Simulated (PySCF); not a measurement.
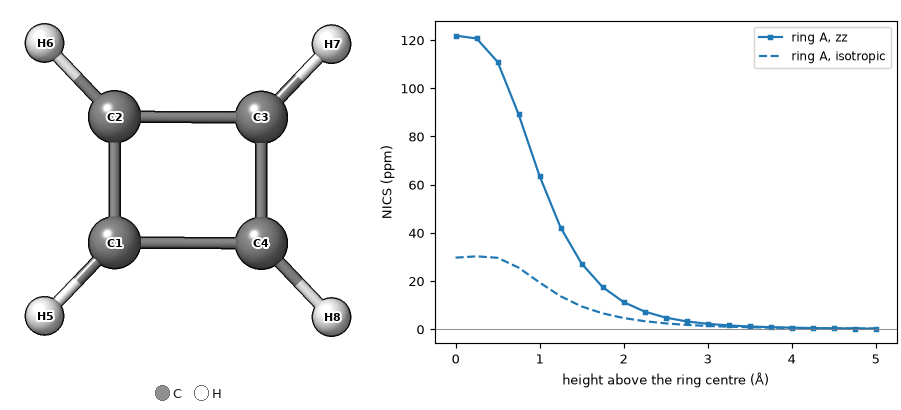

Figure 1: C4H4, SMILES `C1=CC=C1`. GIAO NICS scans along the ring normals; ring A: 4-membered ring C1/C2/C3/C4.

PySCF calculation, BP86/cc-pVDZ, gas phase; geometry: GFN2-xTB. This is a single-reference result, which may miss multireference character in this system. No frequency check shows the geometry to be a minimum.

Cartesian coordinates (Å):

```
C1      -0.7761   -0.6631    0.0000
C2      -0.7761    0.6631    0.0000
C3       0.7761    0.6631    0.0000
C4       0.7761   -0.6631    0.0000
H5      -1.5174   -1.4377    0.0000
H6      -1.5174    1.4377    0.0000
H7       1.5174    1.4377    0.0000
H8       1.5174   -1.4377    0.0000
```

> What does each scan say about the ring current?

Ring A is strongly paratropic (antiaromatic): NICSzz reaches +121.8 ppm at 0.00 Å; NICS(0) = +29.7, NICS(1) = +19.4, NICS(1)zz = +63.6 ppm. In a four-membered ring the σ bonds add to these values.

> What absolute proton shieldings does the same calculation give?

26.2 ppm for all of them.

Cost of the run: 8 s on 1 thread of Arm Neoverse V1, on a shared host, peak memory 0.48 GiB.
